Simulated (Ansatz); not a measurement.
## Run report: Si₂H₇ClO₃F₂, single-point calculation

Si₂H₇ClO₃F₂, computed with RKS PBE0-D4/def2-TZVPP (Ansatz 0.2.0).

The geometry is a transition state. The reaction was set up to form Si1–O8, H7–O10 and O2–H9 and to break Si1–O2, H7–O8 and H9–O10 (atoms counted from 1 in the order of the input); sticks are drawn by distance alone. The geometry comes from this level: PBE0-D4/def2-TZVP.

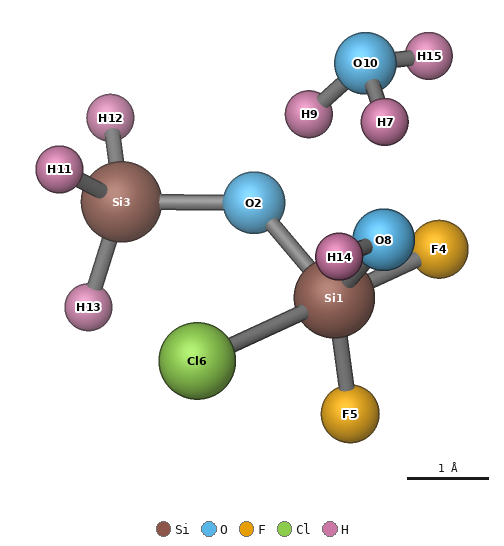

Figure 1. The structure as given in the input (ball-and-stick view, seen at a tilt; atoms are numbered from 1 in the order of the input). Bond lengths as drawn: Cl–Si 2.22 Å, F–Si 1.59 to 1.65 Å, H–O 0.96 to 1.11 Å, H–Si 1.48 to 1.49 Å and O–Si 1.68 to 1.72 Å.

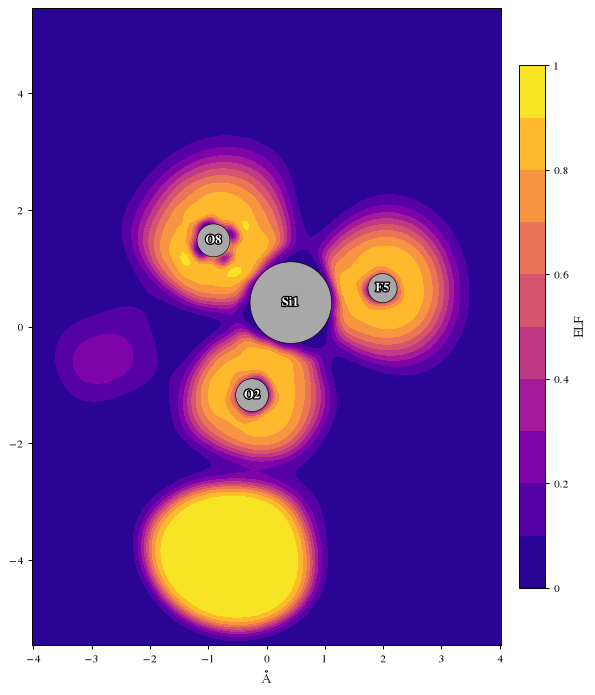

Figure 2. ELF on the plane of atoms F5, Si1 and O8. Grey discs, where drawn, cover atomic cores. The section cuts through Si, O and F sites. Si–F (1.59 Å): the ELF peaks at about 0.85 between the atoms. Si–O (1.70 Å): the ELF peaks at about 0.90 between the atoms, which marks a shared but strongly polarised pair.

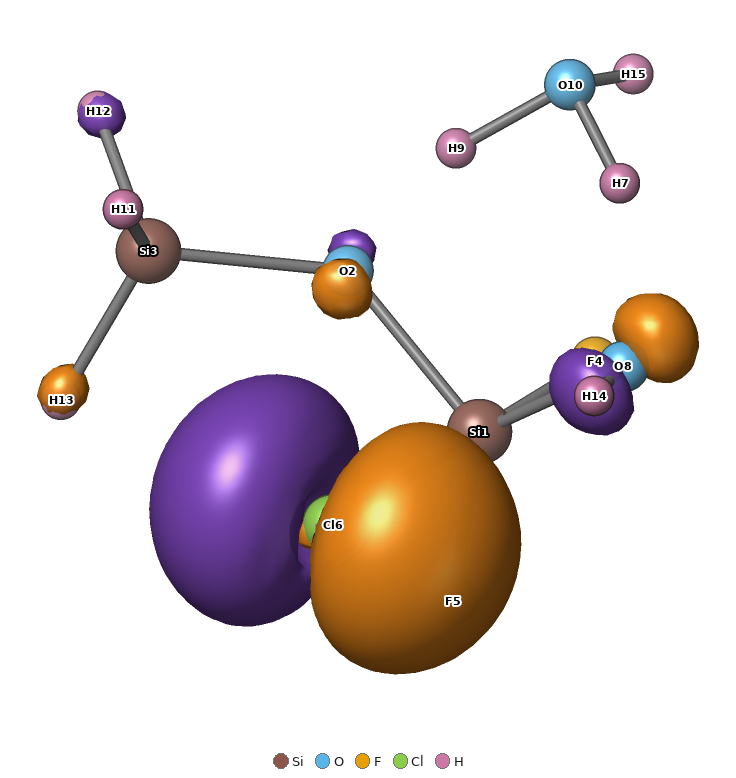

Figure 3. One frontier orbital at ±0.15 Å⁻³ᐟ² (orange and purple are the two phases), seen at a tilt. The HOMO−1, at −8.46 eV.

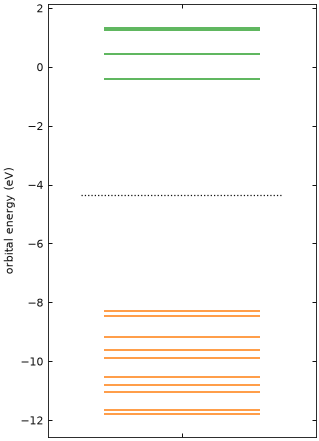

Figure 4. Orbital energies near the frontier; the dotted line parts filled from empty levels, and levels within 0.02 eV of each other stand side by side. Highest filled −8.29 eV, lowest empty −0.42 eV, 7.87 eV apart.

The input that produced these results follows, with the program's output.

### The input
```yaml
crystal:
  periodic: [false, false, false]
  atoms:
    - {symbol: Si, position_ang: [-1.217977, -0.114885, 0.412161]}
    - {symbol: O, position_ang: [0.113299, -0.169423, -0.676084]}
    - {symbol: Si, position_ang: [0.600446, 0.893341, -1.886333]}
    - {symbol: F, position_ang: [-1.166948, -1.759285, 0.546577]}
    - {symbol: F, position_ang: [-2.722286, -0.140802, -0.105268]}
    - {symbol: Cl, position_ang: [-1.267452, 2.098598, 0.326875]}
    - {symbol: H, position_ang: [0.762215, -0.806026, 1.681282]}
    - {symbol: O, position_ang: [-0.547142, -0.022904, 1.974494]}
    - {symbol: H, position_ang: [0.983967, -0.838876, 0.109849]}
    - {symbol: O, position_ang: [1.433713, -1.258154, 1.035017]}
    - {symbol: H, position_ang: [1.379978, 2.016931, -1.324526]}
    - {symbol: H, position_ang: [1.492598, 0.063084, -2.735124]}
    - {symbol: H, position_ang: [-0.573344, 1.341775, -2.659369]}
    - {symbol: H, position_ang: [-0.471066, 0.894415, 2.259338]}
    - {symbol: H, position_ang: [1.199798, -2.197988, 1.041212]}
basis:
  gaussian: {orbitals: def2-TZVPP}
hamiltonian: {xc: pbe0, dispersion: d4}
output: {orbitals: {seedname: orbitals}}
```

Launch command:
```bash
ansatz run in.yaml --threads 4 --pin off --events-out ev --progress --plain --max-ram 66560MiB --backend cuda --devices 0, --max-vram 37GiB
```

### What the program printed
```
Functional definition: PBE0
  name "PBE0"
  cite "Adamo & Barone, J. Chem. Phys. 110, 6158 (1999) doi:10.1063/1.478522"
  cite "Perdew, Burke & Ernzerhof, Phys. Rev. Lett. 77, 3865 (1996) doi:10.1103/PhysRevLett.77.3865"
  parent pbe
  parameter a = 0.25
  parameter kappa = 0.804
  parameter beta = 0.06672455060314922
  exchange = (1 - a)*pbe_x(kappa = kappa, mu = beta*pi^2/3) + a*exact_x
  correlation = pbe_c(beta = beta)
2085 factors; their error is unknown
mean field evaluation 1: about -39947.7701 eV, gradient 8.4e1 eV
mean field evaluation 2: about -39937.4562 eV, gradient 1.2e2 eV
mean field evaluation 4: about -39957.9334 eV, gradient 4.9e0 eV
mean field evaluation 8: about -39957.9726 eV, gradient 1.0e-1 eV
mean field evaluation 16: about -39958.0682 eV, gradient 7.6e-5 eV
mean field -39958.06821026 eV, -1468.4319221757 hartree, gradient 3.5e-5 eV, S^2 0.000000; 0 other end points of the search recorded, 0 dependent functions left out
reference -39958.06824560 eV, -1468.4319234745 hartree; 47, 47 occupied and 332, 332 virtual orbitals, 2085 factors
Total energy: -39958.45197392 eV, -1468.4460252300 hartree
```

### Key numbers

```csv
quantity,value
outcome,converged
total energy,−39958.4520 eV
mean-field energy,−39958.0682 eV
dispersion energy,−0.3837 eV
SCF solution under orbital rotations,stable
HOMO,−8.29 eV
LUMO,−0.42 eV
hardware,"4 CPU threads, shared host"
wall time,2.9 s (CPU time 4.1 s)
peak memory,0.89 GiB
```
